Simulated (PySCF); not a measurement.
C$_{5}$H$_{11}$F$_{3}$Si$_{2}$

The calculation's input:

```
{"job": {"kind": "nmr", "xc": "PBE0", "basis": "pcSseg-1"}, "charge": 0, "multiplicity": 1}
C      0.048863     2.185974    -0.063030
Si     0.164437     0.302596     0.132488
C     -1.526503    -0.433544     0.668978
C     -2.587241    -0.099357    -0.322800
F     -2.858177     1.217206    -0.378188
F     -2.264529    -0.462712    -1.577536
F     -3.767956    -0.700189    -0.063849
C      1.539577    -0.348970     1.304473
Si     2.354659    -1.354813    -0.112377
C      0.985876    -0.689721    -1.287172
H     -0.572630     2.459361    -0.910026
H      1.034601     2.611050    -0.221646
H     -0.378438     2.653512     0.819323
H     -1.846624    -0.051141     1.635634
H     -1.467182    -1.517596     0.733966
H      2.173059     0.433277     1.710104
H      1.202828    -0.942774     2.148923
H      3.704838    -0.912488    -0.461620
H      2.325834    -2.804525     0.088611
H      0.364536    -1.453534    -1.745200
H      1.361253    -0.074668    -2.099526
```

Command:

```sh
OMP_NUM_THREADS=1 python probes_run.py task.json out
```

Geometry: GFN2-xTB.

Theory: PBE0/pcSseg-1, SCF density, gas phase, non-relativistic (PySCF 2.14.0).

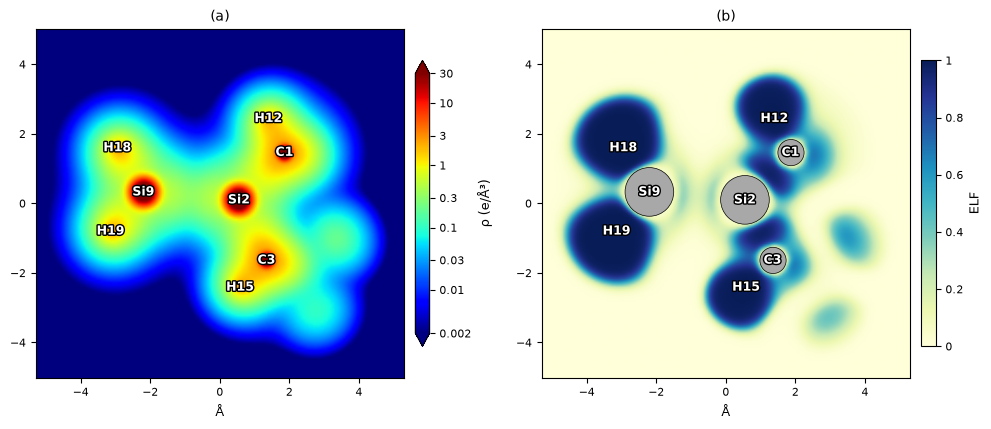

Figure 1. (a) electron density; (b) electron localisation function on the plane of atoms H18, Si9 and H19. Grey discs cover the atomic cores in the ELF map.

> Read the bonding off the picture.

- Atoms in the plane: C, Si and H.
- C–Si (1.90 Å): ρ is about 0.92 e/Å³ halfway; the ELF peaks at about 0.95 between the atoms (a shared electron pair).
- C–H (1.09 Å): ρ at the midpoint is about 1.9 e/Å³; the ELF climbs to about 1 towards the hydrogen, as it does in any bond to H: an ordinary covalent bond to hydrogen.
- Si–H (1.46 Å): ρ is about 0.81 e/Å³ halfway; the ELF climbs to about 1 towards the hydrogen.

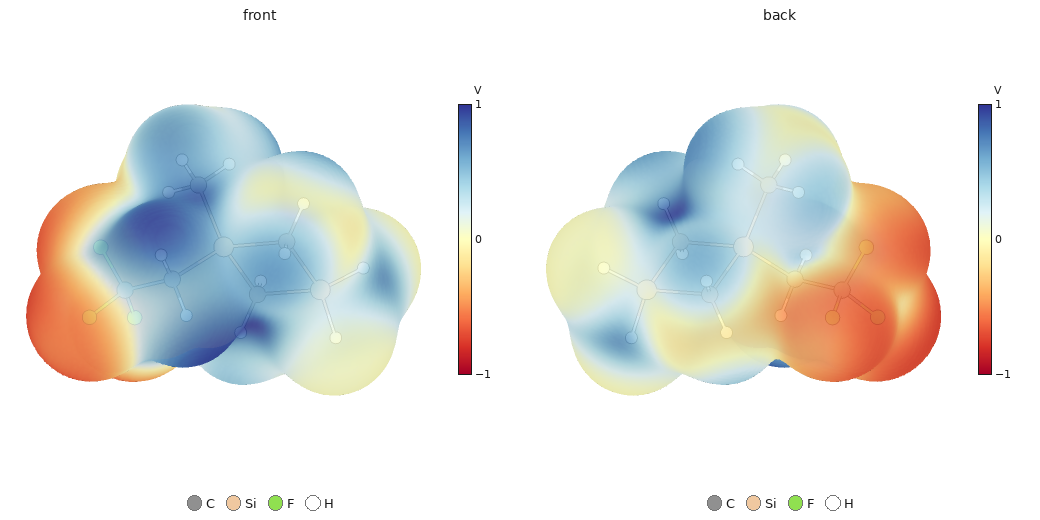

Figure 2. The molecular electrostatic potential painted on the density surface at 0.001 e/bohr³, seen from the front and from behind; the colour scale runs from red (negative) to blue (positive).

> Where is the surface potential most negative and most positive?

The most negative region (about −0.7 V) lies over F7, the most positive (about +0.9 V) over the C, H and Si atoms.

> How polar is the molecule by this calculation?

Its dipole moment is 2.18 D.
